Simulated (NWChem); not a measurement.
Run report: C2H5NS (charge +1), single-point calculation (part 2 of 2)

C2H5NS, charge +1, multiplicity 2; PBE0/cc-pVDZ, UKS (NWChem 7.3.0). The geometry is that of the parent species in another charge or spin state. The geometry comes from this level: PBE0-D4/def2-TZVP.

Geometry of the input (Å):
```
C  0.5397  0.8233  -0.3384
C  -0.0438  -0.5227  -0.0545
N  0.3715  -1.5524  -0.6545
S  -1.3415  -0.5911  1.1628
H  0.9692  1.2553  0.5688
H  -0.2313  1.5077  -0.7009
H  1.3167  0.7187  -1.0940
H  -0.1118  -2.4018  -0.3664
H  -1.3802  0.7167  1.4598
```

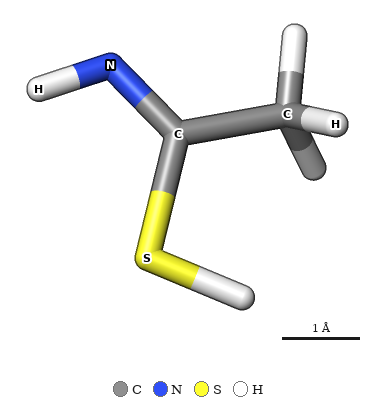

*The structure as given in the input (stick view, seen at a tilt).*

What the program printed, continued
```
      Screening Tolerance Information
      -------------------------------
          Density screening/tol_rho:  1.00D-11
          AO Gaussian exp screening on grid/accAOfunc:  18
          CD Gaussian exp screening on grid/accCDfunc:  20
          XC Gaussian exp screening on grid/accXCfunc:  20
          Schwarz screening/accCoul:  1.00D-09

      Superposition of Atomic Density Guess
      -------------------------------------

 Sum of atomic energies:        -529.60628221

 Renormalizing density from      40.00 to     39

      Non-variational initial energy
      ------------------------------

 Total energy =    -523.027712
 1-e energy   =   -1007.973040
 2-e energy   =     330.179635
 HOMO         =      -0.633589
 LUMO         =      -0.293511

   Time after variat. SCF:      0.7

     ---------------------------------------------
      Total Density - Mulliken Population Analysis
     ---------------------------------------------

    Atom       Charge   Shell Charges
 -----------   ------   -------------------------------------------------------
    1 C    6     6.35   2.00  0.77  0.38  2.25  0.90  0.03
    2 C    6     5.91   2.00  0.77  0.49  1.74  0.77  0.14
    3 N    7     7.34   2.00  0.89  0.74  2.47  1.21  0.03
    4 S   16    15.63   2.00  2.00  1.10  0.72  5.99  2.44  1.33  0.06
    5 H    1     0.79   0.63  0.12  0.03
    6 H    1     0.79   0.63  0.12  0.03
    7 H    1     0.80   0.64  0.13  0.03
    8 H    1     0.73   0.58  0.09  0.05
    9 H    1     0.67   0.53  0.12  0.03

     --------------------------------------------
      Spin Density - Mulliken Population Analysis
     --------------------------------------------

    Atom       Charge   Shell Charges
 -----------   ------   -------------------------------------------------------
    1 C    6     0.00   0.00  0.00 -0.00  0.00 -0.00  0.00
    2 C    6     0.03  -0.00  0.00  0.00  0.01  0.00  0.01
    3 N    7     0.29   0.00  0.00  0.00  0.18  0.11  0.00
    4 S   16     0.68   0.00  0.00  0.00  0.00  0.00  0.41  0.27  0.00
    5 H    1     0.00   0.00  0.00  0.00
    6 H    1     0.00   0.00  0.00  0.00
    7 H    1     0.00   0.00  0.00  0.00
    8 H    1     0.00   0.00 -0.00  0.00
    9 H    1     0.00   0.00  0.00  0.00
   Time prior to 1st pass:      0.7

 Grid_pts file          = ./nw.gridpts.0
 Record size in doubles =  12289        No. of grid_pts per rec  =   3070
 Max. records in memory =    483        Max. recs in file   = *********

           Memory utilization after 1st SCF pass:
           Heap Space remaining (MW):       32.59            32594536
          Stack Space remaining (MW):       72.09            72088588

   convergence    iter        energy       DeltaE   RMS-Dens  Diis-err    time
 ---------------- ----- ----------------- --------- --------- ---------  ------
 d= 0,ls=0.0,diis     1   -531.4257544547 -6.86D+02  6.82D-03  2.18D-01     6.2
                                                     6.75D-03  2.36D-01
 d= 0,ls=0.0,diis     2   -531.3974964869  2.83D-02  5.26D-03  2.44D-01    11.3
                                                     5.42D-03  2.11D-01
 d= 0,ls=0.0,diis     3   -531.4790648559 -8.16D-02  1.84D-03  6.35D-02    17.0
                                                     2.24D-03  6.52D-02
 d= 0,ls=0.0,diis     4   -531.5111969448 -3.21D-02  4.49D-04  2.81D-03    22.8
                                                     5.58D-04  2.75D-03
 d= 0,ls=0.0,diis     5   -531.5128104206 -1.61D-03  1.80D-04  3.29D-04    28.5
                                                     1.74D-04  2.24D-04
  Resetting Diis
 d= 0,ls=0.0,diis     6   -531.5129981338 -1.88D-04  7.72D-05  5.76D-05    34.3
                                                     1.11D-04  9.27D-05
 d= 0,ls=0.0,diis     7   -531.5130764885 -7.84D-05  7.05D-05  1.35D-05    40.1
                                                     5.20D-05  7.40D-06
 d= 0,ls=0.0,diis     8   -531.5130956975 -1.92D-05  2.11D-05  6.55D-06    45.9
                                                     3.21D-05  1.33D-05
 d= 0,ls=0.0,diis     9   -531.5131035180 -7.82D-06  5.29D-05  3.45D-06    51.6
                                                     3.85D-05  9.71D-07
 d= 0,ls=0.0,diis    10   -531.5131106373 -7.12D-06  1.66D-05  7.84D-07    57.4
                                                     2.76D-05  1.86D-06
 d= 0,ls=0.0,diis    11   -531.5131122556 -1.62D-06  5.25D-06  2.10D-07    63.2
                                                     3.48D-06  1.20D-07
 d= 0,ls=0.0,diis    12   -531.5131123695 -1.14D-07  1.61D-06  9.38D-09    68.9
                                                     3.96D-06  1.63D-08
 d= 0,ls=0.0,diis    13   -531.5131124001 -3.06D-08  3.44D-06  2.44D-08    74.7
                                                     3.08D-06  1.15D-08
 d= 0,ls=0.0,diis    14   -531.5131124214 -2.13D-08  2.25D-07  1.68D-10    80.5
                                                     4.02D-07  1.67D-10
 d= 0,ls=0.0,diis    15   -531.5131124217 -3.23D-10  1.34D-07  3.08D-11    86.2
                                                     2.72D-07  2.32D-11

         Total DFT energy =     -531.513112421748
      One electron energy =    -1026.622949953244
           Coulomb energy =      385.040896658386
    Exchange-Corr. energy =      -44.696752411090
 Nuclear repulsion energy =      154.765693284200

 Numeric. integr. density =       38.999999980825

     Total iterative time =     85.6s

     ---------------------------------------------
      Total Density - Mulliken Population Analysis
     ---------------------------------------------

    Atom       Charge   Shell Charges
 -----------   ------   -------------------------------------------------------
    1 C    6     6.02   2.01  0.66  0.36  2.14  0.81  0.04
    2 C    6     6.18   2.01  0.72  0.50  1.98  0.84  0.13
    3 N    7     6.97   2.01  0.82  0.75  2.27  1.09  0.03
    4 S   16    15.55   2.00  2.03  1.01  0.80  6.01  2.30  1.32  0.09
    5 H    1     0.88   0.72  0.12  0.03
    6 H    1     0.88   0.72  0.12  0.03
    7 H    1     0.87   0.72  0.12  0.03
    8 H    1     0.84   0.71  0.07  0.06
    9 H    1     0.81   0.68  0.09  0.03

     --------------------------------------------
      Spin Density - Mulliken Population Analysis
     --------------------------------------------

    Atom       Charge   Shell Charges
 -----------   ------   -------------------------------------------------------
    1 C    6     0.00  -0.00  0.00  0.00  0.00  0.00 -0.00
    2 C    6    -0.15  -0.00 -0.01 -0.01 -0.07 -0.07  0.01
    3 N    7     0.44   0.00  0.01  0.01  0.27  0.15  0.00
    4 S   16     0.75  -0.00  0.00  0.01  0.01  0.00  0.44  0.28 -0.00
    5 H    1    -0.00  -0.00  0.00  0.00
    6 H    1    -0.00  -0.00  0.00  0.00
    7 H    1    -0.00  -0.00 -0.00  0.00
    8 H    1    -0.01  -0.01 -0.00  0.00
    9 H    1    -0.02  -0.02 -0.01  0.00

     -------------------------------------------
      Total Density - Lowdin Population Analysis
     -------------------------------------------

    Atom       Charge   Shell Charges
 -----------   ------   -------------------------------------------------------
    1 C    6     6.06   1.88  0.55  0.37  1.91  1.22  0.13
    2 C    6     6.15   1.88  0.62  0.40  1.79  1.14  0.33
    3 N    7     6.83   1.89  0.75  0.57  2.10  1.44  0.08
    4 S   16    15.32   2.00  1.79  1.01  0.76  5.95  2.15  1.56  0.11
    5 H    1     0.93   0.60  0.24  0.08
    6 H    1     0.93   0.60  0.24  0.08
    7 H    1     0.92   0.60  0.24  0.08
    8 H    1     0.92   0.58  0.20  0.14
    9 H    1     0.94   0.58  0.26  0.09

     ------------------------------------------
      Spin Density - Lowdin Population Analysis
     ------------------------------------------

    Atom       Charge   Shell Charges
 -----------   ------   -------------------------------------------------------
    1 C    6    -0.00  -0.00 -0.00  0.00 -0.00  0.00 -0.00
    2 C    6    -0.08  -0.00 -0.00 -0.00 -0.07 -0.04  0.03
    3 N    7     0.39   0.00  0.01  0.00  0.25  0.14 -0.00
    4 S   16     0.70  -0.00  0.00  0.01  0.00 -0.00  0.42  0.27 -0.00
    5 H    1    -0.00  -0.00  0.00  0.00
    6 H    1    -0.00  -0.00  0.00  0.00
    7 H    1    -0.00  -0.00 -0.00 -0.00
    8 H    1     0.00  -0.01 -0.00  0.01
    9 H    1    -0.00  -0.01 -0.00  0.01

   alpha - beta orbital overlaps
   -----------------------------

   alpha      1      2      3      4      5      6      7      8      9     10
    beta      1      2      3      4      5      8      6      7      9     10
 overlap   1.000  1.000  1.000  1.000  1.000  1.000  1.000  1.000  0.999  0.995

   alpha     11     12     13     14     15     16     17     18     19     20
    beta     11     12     13     14     15     16     18     17     20     19
 overlap   0.995  0.999  0.999  0.996  0.954  0.995  0.899  0.996  0.944  0.999

   alpha     21     22     23     24     25     26     27     28     29     30
    beta     22     21     23     24     25     26     27     28     29     30
 overlap   0.986  0.999  0.997  0.993  0.992  0.999  0.999  0.999  0.998  0.989

   alpha     31     32     33     34     35     36     37     38     39     40
    beta     31     32     36     33     34     35     37     38     39     40
 overlap   0.990  0.962  0.961  0.987  0.939  0.988  0.968  0.998  0.997  0.994

   alpha     41     42     43     44     45     46     47     48     49     50
    beta     41     43     42     44     45     46     47     49     48     50
 overlap   0.993  0.943  0.995  0.948  0.998  0.996  0.999  0.995  0.999  0.998

   alpha     51     52     53     54     55     56     57     58     59     60
    beta     51     52     53     54     55     56     57     58     59     60
 overlap   0.996  1.000  1.000  0.998  1.000  1.000  0.999  0.999  0.994  0.999

   alpha     61     62     63     64     65     66     67     68     69     70
    beta     61     62     63     64     65     66     67     68     69     70
 overlap   0.994  0.999  0.998  1.000  0.998  1.000  1.000  0.999  0.999  0.999

   alpha     71     72     73     74     75     76     77     78     79     80
    beta     71     72     73     74     75     76     77     78     79     80
 overlap   1.000  0.999  0.994  0.993  0.999  1.000  0.999  0.999  0.998  0.998

   alpha     81     82     83     84     85
    beta     81     82     83     84     85
 overlap   0.999  0.990  0.992  0.999  1.000

     --------------------------
     Expectation value of S2:
     --------------------------
      <S2> =      0.7770 (Exact =     0.7500)

 center of mass
 --------------
 x =  -0.78523561 y =  -0.88722637 z =   0.58352648

 moments of inertia (a.u.)
 ------------------
         351.111930488619         -33.393225478639         173.331622246105
         -33.393225478639         366.077726240389          -3.320224651104
         173.331622246105          -3.320224651104         375.827469226320

     Multipole analysis of the density
     ---------------------------------

     L   x y z        total         alpha         beta         nuclear
     -   - - -        -----         -----         ----         -------
     0   0 0 0      1.000000    -20.000000    -19.000000     40.000000

     1   1 0 0     -1.384695     14.536141     13.040159    -28.960996
     1   0 1 0     -0.430693     16.507520     14.665942    -31.604155
     1   0 0 1      1.242971    -10.809537     -9.742080     21.794588

     2   2 0 0    -17.518951    -76.452324    -70.207766    129.141139
     2   1 1 0      1.484097    -22.074741    -21.248305     44.807143
     2   1 0 1     -3.235876     54.567167     50.910060   -108.713103
     2   0 2 0    -15.240754    -79.234488    -74.613577    138.607311
     2   0 1 1     -0.219645      8.251922      7.913955    -16.385522
     2   0 0 2    -18.177714    -64.794425    -59.136992    105.753703

 Task  times  cpu:       86.2s     wall:       86.2s
 Total times  cpu:       86.2s     wall:       86.2s
```

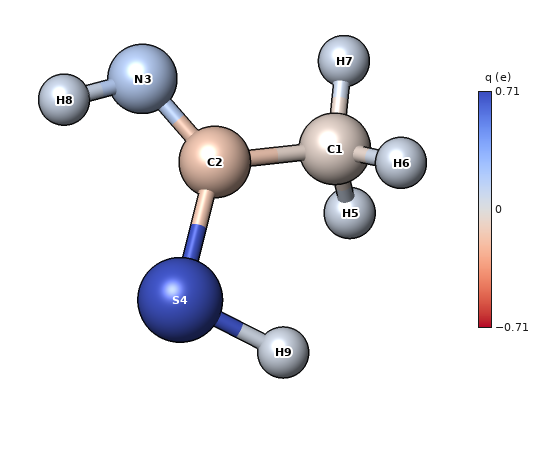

*Löwdin charges, as the colour of each atom (ball-and-stick view, seen at a tilt; atoms are numbered from 1 in the order of the input).*

By element: C −0.15 to −0.06, N +0.17, S +0.68 and H +0.06 to +0.08 e.

Summary

| quantity | value |
| --- | --- |
| outcome | converged |
| total energy | −531.513112 hartree |
| basis functions | 85 |
| ⟨S²⟩ | 0.777 |
| wall time | 87 s |
| peak memory | 0.14 GiB |
